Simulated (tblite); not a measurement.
## Geometry relaxation of CH₅ClNSi (part 1 of 2)

CH₅ClNSi, multiplicity 2, SMILES C[N][SiH2]Cl, computed with GFN2-xTB, U-SCC (tblite 0.8.0).

The geometry comes from this level: PBE0-D4/def2-TZVP.

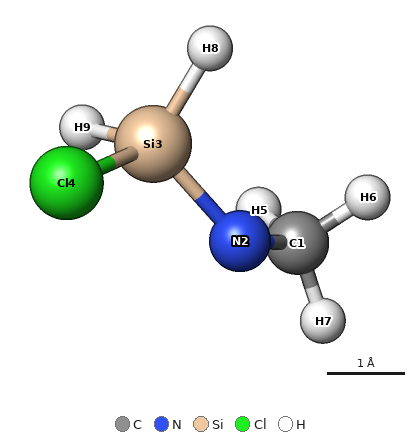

Fig. 1: The starting structure (ball-and-stick view, seen at a tilt; atoms are numbered from 1 in the order of the input). Bond lengths as drawn: Cl–Si 2.04 Å, C–H 1.09 to 1.10 Å, C–N 1.42 Å, H–Si 1.49 Å and N–Si 1.73 Å.

Summary:

- outcome: converged
- total energy: −13.889399 hartree
- basis functions: 31
- largest force: 0.002 eV/Å
- dipole moment: 3.82 D
- hardware: 1 thread of Intel Xeon @ 2.50GHz (Skylake/Cascade Lake), 189 GiB of memory available, shared host
- wall time: 2.4 s
- peak memory: 0.081 GiB

Input (script.py):
```python
import json
import numpy as np
from tblite.interface import Calculator
from tblite.interface import symbols_to_numbers
from scipy.optimize import minimize

symbols = list(map(str, np.loadtxt("start.xyz", skiprows=2, usecols=0, dtype=str, ndmin=1)))
numbers = np.array(symbols_to_numbers(symbols))
positions = np.loadtxt("start.xyz", skiprows=2, usecols=(1, 2, 3), ndmin=2) / 0.529177210903

calculator = Calculator("GFN2-xTB", numbers, positions, charge=0, uhf=1)
calculator.set("verbosity", 0)
calculator.set("accuracy", 0.01)
calculator.add("spin-polarization", 1.0)
last, frames, energies, grads = [None], [], [], []

def fun(x):
    calculator.update(x.reshape(-1, 3))
    last[0] = calculator.singlepoint(last[0])
    return float(last[0].get('energy')), last[0].get('gradient').ravel()

def show(x):
    e, g = fun(x)
    frames.append(x.reshape(-1, 3).tolist())
    energies.append(e)
    grads.append(g.reshape(-1, 3).tolist())
    print(f"{len(energies) - 1:4d} {e:16.9f} {np.abs(g).max():12.3e} {np.linalg.norm(g):12.3e}")

print("step      energy/Eh       max grad     grad norm")
show(positions.ravel())
opt = minimize(fun, positions.ravel(), jac=True, method="BFGS", callback=show, options={"gtol": 3e-05, "maxiter": 500})
print("converged:", opt.success, "-", opt.message)
fun(opt.x)
result = last[0]
final = opt.x.reshape(-1, 3)
print("final geometry (angstrom)")
for s, p in zip(symbols, final * 0.529177210903):
    print(f"{s:<2} {p[0]:12.6f} {p[1]:12.6f} {p[2]:12.6f}")
print(f"total energy: {result.get('energy') * 627.5095:.8f} kcal/mol")
eps = np.atleast_2d(result.get("orbital-energies")) * 27.211386
occ = np.atleast_2d(result.get("orbital-occupations"))
filled = occ.sum(axis=0) if eps.shape[0] == 1 else occ[0]
homo = np.nonzero(filled > 0.5)[0].max()
print("  MO   occupation   energy/eV")
for i in range(max(0, homo - 4), min(eps.shape[1], homo + 5)):
    print(f"{i + 1:4d} {filled[i]:10.4f} {eps[0, i]:12.4f}")
mu = result.get("dipole") * 2.541746
print(f"dipole: {np.linalg.norm(mu):.4f} D, components " + " ".join(f"{c:.4f}" for c in mu))
q = result.get("charges")
print("Charges:", " ".join(f"{s}{i + 1}={c:+.4f}" for i, (s, c) in enumerate(zip(symbols, q))))
out = {k: np.asarray(result.get(k)).tolist() for k in ("energy", "gradient", "charges", "dipole", "orbital-energies", "orbital-occupations")}
out.update(symbols=symbols, positions=(positions * 0.529177210903).tolist(), final=final.tolist(), frames=frames, step_energies=energies, grads=grads, success=bool(opt.success))
json.dump(out, open("results.json", "w"))
```

File start.xyz:
```
9
start geometry
C      0.493800     1.341500     0.140500
N      0.628800    -0.021000     0.521800
Si    -0.415600    -1.237400    -0.129200
Cl     0.319500    -3.082500     0.354500
H      0.134300     1.514200    -0.884300
H     -0.244700     1.810000     0.812700
H      1.430900     1.885400     0.295300
H     -1.762400    -1.101400     0.482200
H     -0.495900    -1.155200    -1.610700
```

Run as:
```bash
python script.py
```

Log:
```
step      energy/Eh       max grad     grad norm
   0    -13.885387016    1.507e-02    2.850e-02
   1    -13.886100255    1.178e-02    2.200e-02
   2    -13.887110833    5.028e-03    1.179e-02
   3    -13.887418462    3.795e-03    9.187e-03
   4    -13.887503890    3.023e-03    7.533e-03
   5    -13.887623672    2.312e-03    6.289e-03
   6    -13.887701358    3.260e-03    7.305e-03
   7    -13.887804015    3.518e-03    8.475e-03
   8    -13.887941625    2.873e-03    8.982e-03
   9    -13.888084236    3.691e-03    8.734e-03
  10    -13.888228893    3.653e-03    8.820e-03
  11    -13.888382587    3.933e-03    9.581e-03
  12    -13.888566448    5.055e-03    1.023e-02
  13    -13.888771861    4.094e-03    9.667e-03
  14    -13.888931283    3.716e-03    7.669e-03
  15    -13.889017786    2.830e-03    6.142e-03
  16    -13.889082570    2.409e-03    5.665e-03
  17    -13.889144212    2.546e-03    5.724e-03
  18    -13.889206876    2.260e-03    5.649e-03
  19    -13.889267997    2.721e-03    4.915e-03
  20    -13.889309005    1.865e-03    3.570e-03
  21    -13.889329396    1.500e-03    2.647e-03
  22    -13.889340698    1.446e-03    2.415e-03
  23    -13.889352602    1.182e-03    2.405e-03
  24    -13.889366667    9.022e-04    2.285e-03
  25    -13.889377520    7.792e-04    1.789e-03
  26    -13.889382744    5.329e-04    1.283e-03
  27    -13.889385180    4.514e-04    1.057e-03
  28    -13.889387315    4.494e-04    9.775e-04
  29    -13.889389558    4.591e-04    9.654e-04
  30    -13.889391410    3.799e-04    8.980e-04
  31    -13.889392711    2.675e-04    7.686e-04
  32    -13.889393717    2.896e-04    6.945e-04
  33    -13.889394729    2.886e-04    7.342e-04
  34    -13.889395892    3.896e-04    8.121e-04
  35    -13.889397082    4.461e-04    7.590e-04
  36    -13.889397941    2.731e-04    5.078e-04
  37    -13.889398311    1.286e-04    2.738e-04
  38    -13.889398434    9.036e-05    2.169e-04
  39    -13.889398513    1.400e-04    2.144e-04
  40    -13.889398620    1.512e-04    2.127e-04
  41    -13.889398740    1.069e-04    1.808e-04
  42    -13.889398820    5.259e-05    1.173e-04
  43    -13.889398848    3.604e-05    8.219e-05
  44    -13.889398858    3.672e-05    7.596e-05
  45    -13.889398871    3.681e-05    7.683e-05
  46    -13.889398890    3.492e-05    8.113e-05
  47    -13.889398913    3.127e-05    7.960e-05
  48    -13.889398927    2.441e-05    6.938e-05
converged: True - Optimization terminated successfully.
final geometry (angstrom)
C      0.505761     1.386784     0.162575
N      0.496280     0.005886     0.344603
Si    -0.478890    -1.274056    -0.179545
Cl     0.449247    -2.940359     0.451127
H      0.216672     1.687450    -0.851166
H     -0.194565     1.862198     0.861434
H      1.505789     1.772516     0.384098
H     -1.801598    -1.210432     0.445969
H     -0.609996    -1.336387    -1.636295
total energy: -8715.72977610 kcal/mol
  MO   occupation   energy/eV
   9     1.0000     -12.1840
  10     1.0000     -11.4554
  11     1.0000     -11.3297
  12     1.0000     -10.9723
  13     1.0000     -10.9120
  14     0.0000      -4.8585
  15     0.0000      -4.4633
  16     0.0000      -3.5085
  17     0.0000      -0.8070
dipole: 3.8224 D, components -1.3276 3.4365 -1.0193
Charges: C1=-0.0219 N2=-0.2639 Si3=+0.4908 Cl4=-0.2689 H5=+0.0491 H6=+0.0726 H7=+0.0715 H8=-0.0628 H9=-0.0664
```

Trajectory as extended XYZ (Å, eV, eV/Å), 24 of the 49 frames kept, from step=0 to step=48:
```
9
Properties=species:S:1:pos:R:3:forces:R:3 step=0 energy=-377.84063
C     0.4938    1.3415    0.1405   -0.0415  -0.1959   0.3731
N     0.6288   -0.0210    0.5218   -0.6300   0.2938  -0.7748
Si   -0.4156   -1.2374   -0.1292    0.2554  -0.1012   0.1642
Cl    0.3195   -3.0825    0.3545   -0.1460   0.5688  -0.0854
H     0.1343    1.5142   -0.8843    0.1089  -0.1840   0.1484
H    -0.2447    1.8100    0.8127    0.0932  -0.0795  -0.0633
H     1.4309    1.8854    0.2953    0.0336  -0.2032   0.0088
H    -1.7624   -1.1014    0.4822    0.3354  -0.0513  -0.1661
H    -0.4959   -1.1552   -1.6107   -0.0090  -0.0474   0.3950
9
Properties=species:S:1:pos:R:3:forces:R:3 step=2 energy=-377.88754
C     0.4921    1.3379    0.1500   -0.0402   0.1770  -0.0781
N     0.6075   -0.0135    0.4953   -0.1442  -0.0590  -0.2586
Si   -0.4081   -1.2412   -0.1244   -0.0738  -0.0712  -0.0462
Cl    0.3148   -3.0620    0.3519    0.0100   0.2456   0.0175
H     0.1386    1.5077   -0.8779    0.0718  -0.0525   0.0960
H    -0.2426    1.8081    0.8118   -0.0608   0.0504   0.0917
H     1.4325    1.8772    0.2962    0.0778  -0.1888   0.0601
H    -1.7500   -1.1035    0.4761    0.1770  -0.0484  -0.0884
H    -0.4963   -1.1572   -1.5961   -0.0177  -0.0530   0.2061
9
Properties=species:S:1:pos:R:3:forces:R:3 step=4 energy=-377.89823
C     0.4901    1.3420    0.1518   -0.0370   0.1195  -0.0500
N     0.5954   -0.0118    0.4768    0.0850  -0.0391  -0.0328
Si   -0.4083   -1.2449   -0.1244   -0.1555  -0.0095  -0.0946
Cl    0.3140   -3.0468    0.3519    0.1156   0.0024   0.0865
H     0.1424    1.5040   -0.8731    0.0112   0.0698  -0.0546
H    -0.2438    1.8092    0.8146   -0.0682   0.0838   0.0955
H     1.4361    1.8677    0.2987    0.0989  -0.1363   0.0704
H    -1.7400   -1.1059    0.4710   -0.0149  -0.0382  -0.0046
H    -0.4972   -1.1598   -1.5844   -0.0351  -0.0525  -0.0159
9
Properties=species:S:1:pos:R:3:forces:R:3 step=6 energy=-377.90361
C     0.4870    1.3495    0.1509   -0.0034  -0.0977   0.0968
N     0.5947   -0.0126    0.4662   -0.0267   0.0541  -0.0732
Si   -0.4167   -1.2467   -0.1295    0.0656   0.0401   0.0363
Cl    0.3209   -3.0401    0.3573    0.1053  -0.0021   0.0787
H     0.1447    1.5072   -0.8748   -0.0012   0.1241  -0.0499
H    -0.2479    1.8146    0.8211    0.0416   0.0262  -0.0167
H     1.4435    1.8553    0.3040    0.0255  -0.0700   0.0440
H    -1.7376   -1.1093    0.4689   -0.1551  -0.0260   0.0517
H    -0.4999   -1.1642   -1.5814   -0.0517  -0.0487  -0.1676
9
Properties=species:S:1:pos:R:3:forces:R:3 step=8 energy=-377.91014
C     0.4829    1.3556    0.1535    0.0687  -0.1288   0.0366
N     0.5927   -0.0118    0.4479   -0.1477   0.0461  -0.0595
Si   -0.4253   -1.2471   -0.1351    0.1315  -0.0143   0.0694
Cl    0.3381   -3.0310    0.3705    0.0545   0.0701   0.0431
H     0.1480    1.5206   -0.8791    0.0356   0.1398   0.1230
H    -0.2509    1.8242    0.8293    0.1477  -0.0499  -0.1182
H     1.4552    1.8332    0.3147   -0.0950   0.0209   0.0094
H    -1.7447   -1.1160    0.4695   -0.1374  -0.0284   0.0373
H    -0.5074   -1.1740   -1.5885   -0.0578  -0.0555  -0.1410
9
Properties=species:S:1:pos:R:3:forces:R:3 step=10 energy=-377.91796
C     0.4817    1.3578    0.1574    0.1014   0.0118  -0.0972
N     0.5827   -0.0094    0.4228   -0.1274  -0.0627   0.0536
Si   -0.4310   -1.2492   -0.1394   -0.0850  -0.1039  -0.0591
Cl    0.3623   -3.0156    0.3892    0.0229   0.0911   0.0193
H     0.1544    1.5446   -0.8773    0.0577   0.1289   0.1878
H    -0.2471    1.8333    0.8335    0.1452  -0.0778  -0.0997
H     1.4647    1.8074    0.3285   -0.0905   0.1315  -0.0033
H    -1.7593   -1.1260    0.4714    0.0273  -0.0469  -0.0426
H    -0.5197   -1.1893   -1.6032   -0.0516  -0.0719   0.0412
9
Properties=species:S:1:pos:R:3:forces:R:3 step=13 energy=-377.93274
C     0.4909    1.3607    0.1578    0.0477   0.0238  -0.0183
N     0.5463   -0.0112    0.3785   -0.0213  -0.0660   0.1111
Si   -0.4544   -1.2650   -0.1562   -0.2105  -0.0350  -0.1300
Cl    0.4128   -2.9743    0.4284    0.0008   0.0011  -0.0003
H     0.1734    1.6081   -0.8572    0.0288   0.0669  -0.1464
H    -0.2232    1.8422    0.8325   -0.0450  -0.0157   0.1379
H     1.4773    1.7749    0.3556    0.1390   0.1936   0.0050
H    -1.7835   -1.1524    0.4687    0.1140  -0.0710  -0.0983
H    -0.5510   -1.2294   -1.6253   -0.0536  -0.0977   0.1393
9
Properties=species:S:1:pos:R:3:forces:R:3 step=15 energy=-377.93943
C     0.4985    1.3632    0.1570   -0.0011   0.0102   0.0457
N     0.5245   -0.0145    0.3602   -0.0262   0.0606   0.0338
Si   -0.4749   -1.2753   -0.1702    0.0580   0.0607   0.0270
Cl    0.4381   -2.9515    0.4481   -0.0357  -0.0131  -0.0269
H     0.1854    1.6438   -0.8517    0.0560  -0.0070  -0.1455
H    -0.2117    1.8450    0.8375   -0.0344  -0.0320   0.1382
H     1.4889    1.7678    0.3694    0.0794   0.0891  -0.0180
H    -1.7902   -1.1697    0.4623   -0.0297  -0.0660  -0.0392
H    -0.5699   -1.2551   -1.6298   -0.0663  -0.1024  -0.0151
9
Properties=species:S:1:pos:R:3:forces:R:3 step=17 energy=-377.94287
C     0.5013    1.3647    0.1571   -0.0222   0.0872   0.0052
N     0.5206   -0.0134    0.3654   -0.0034   0.1060  -0.0112
Si   -0.4768   -1.2745   -0.1720    0.1309   0.0575   0.0667
Cl    0.4370   -2.9508    0.4472   -0.0328  -0.0080  -0.0259
H     0.1903    1.6475   -0.8581    0.0728  -0.0521   0.0395
H    -0.2110    1.8414    0.8452    0.0399  -0.0365   0.0258
H     1.4935    1.7786    0.3685   -0.0482  -0.0196  -0.0247
H    -1.7903   -1.1756    0.4579   -0.0785  -0.0493  -0.0072
H    -0.5758   -1.2642   -1.6284   -0.0586  -0.0852  -0.0680
9
Properties=species:S:1:pos:R:3:forces:R:3 step=19 energy=-377.94624
C     0.5036    1.3719    0.1581   -0.0026   0.0833  -0.0324
N     0.5123   -0.0063    0.3635    0.0431   0.0723  -0.0186
Si   -0.4760   -1.2720   -0.1734    0.0210   0.0122   0.0015
Cl    0.4416   -2.9452    0.4507   -0.0217  -0.0058  -0.0209
H     0.2019    1.6571   -0.8618    0.0398  -0.0415   0.1399
H    -0.2063    1.8381    0.8563    0.0490   0.0257  -0.0477
H     1.4990    1.7831    0.3704   -0.0976  -0.0594  -0.0114
H    -1.7976   -1.1886    0.4521   -0.0033  -0.0297  -0.0215
H    -0.5897   -1.2844   -1.6332   -0.0278  -0.0572   0.0110
9
Properties=species:S:1:pos:R:3:forces:R:3 step=21 energy=-377.94791
C     0.5052    1.3795    0.1590    0.0054  -0.0089   0.0114
N     0.5027    0.0003    0.3506    0.0438  -0.0139  -0.0027
Si   -0.4793   -1.2727   -0.1771   -0.0254   0.0112  -0.0199
Cl    0.4522   -2.9337    0.4588   -0.0174  -0.0159  -0.0203
H     0.2127    1.6710   -0.8569   -0.0133   0.0156   0.0333
H    -0.1997    1.8405    0.8620    0.0018   0.0771  -0.0260
H     1.5027    1.7748    0.3766   -0.0185  -0.0058   0.0072
H    -1.8043   -1.2015    0.4472    0.0319  -0.0173  -0.0242
H    -0.6035   -1.3046   -1.6375   -0.0083  -0.0420   0.0414
9
Properties=species:S:1:pos:R:3:forces:R:3 step=23 energy=-377.94854
C     0.5058    1.3818    0.1602   -0.0048  -0.0364   0.0331
N     0.5004    0.0017    0.3434    0.0156  -0.0316   0.0027
Si   -0.4821   -1.2730   -0.1796    0.0174   0.0062   0.0125
Cl    0.4566   -2.9287    0.4618   -0.0205  -0.0151  -0.0226
H     0.2160    1.6780   -0.8528   -0.0264   0.0320  -0.0307
H    -0.1971    1.8460    0.8625   -0.0117   0.0608  -0.0061
H     1.5038    1.7694    0.3802    0.0335   0.0273   0.0146
H    -1.8054   -1.2072    0.4444    0.0024  -0.0088  -0.0056
H    -0.6093   -1.3143   -1.6373   -0.0055  -0.0344   0.0021
```
